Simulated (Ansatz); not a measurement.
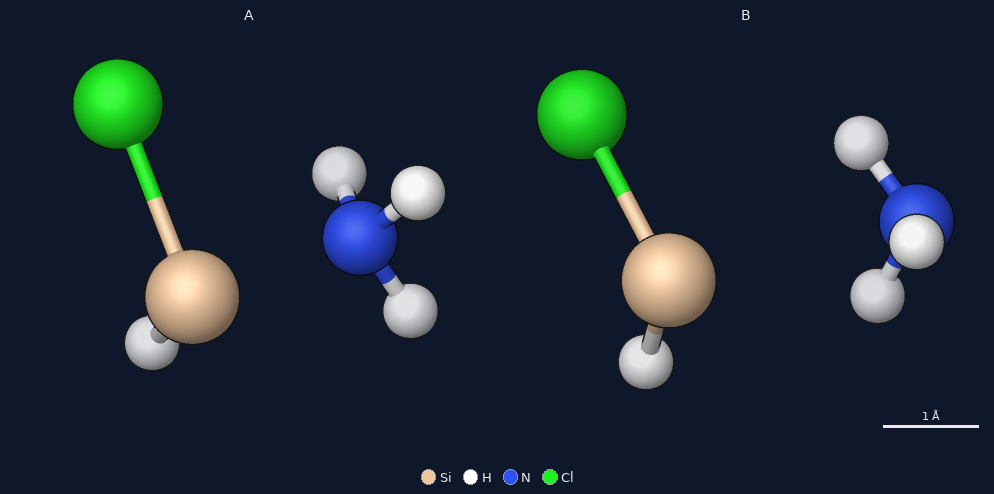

Two geometries of SiNH4Cl, drawn at one scale. One is the start of a relaxation, the other its converged end. The picture is a ball-and-stick view, seen from a free direction.

Level of theory: RKS PBE0-D4/cc-pVDZ in Ansatz 0.2.0. Set-up: no spin polarisation; force threshold 0.03 eV/Å; at most 50 steps.

Which geometry has the lower energy?

Structure A is the relaxed one. The run prepares an end point of a later path (reaction) calculation, from a guessed geometry. The largest move after the best rigid fit is that of the N atom, 0.70 Å. Largest moves by element: N 0.70 Å, H 0.53 Å, Cl 0.50 Å, Si 0.34 Å. Some distances before and after: N–Si 3.006 → 2.075 Å, Cl–Si 2.126 → 2.190 Å, H–N 1.037 → 1.022 Å. Over 15 accepted moves (17 points after the start) the energy falls by 23.8 kcal/mol. The largest force component goes from 0.84 to 0.024 eV/Å. The line search rejected the trial steps at points 5, 16 of the run. The forces were under the threshold at step 11, but the run went on from there. Cost: 50 s on 1 thread of Arm Neoverse V1 (shared host), peak memory 0.14 GiB.

Limits of the set-up: the start holds two separate molecules, 2.6 Å apart at their closest, whose relative position is a soft coordinate.
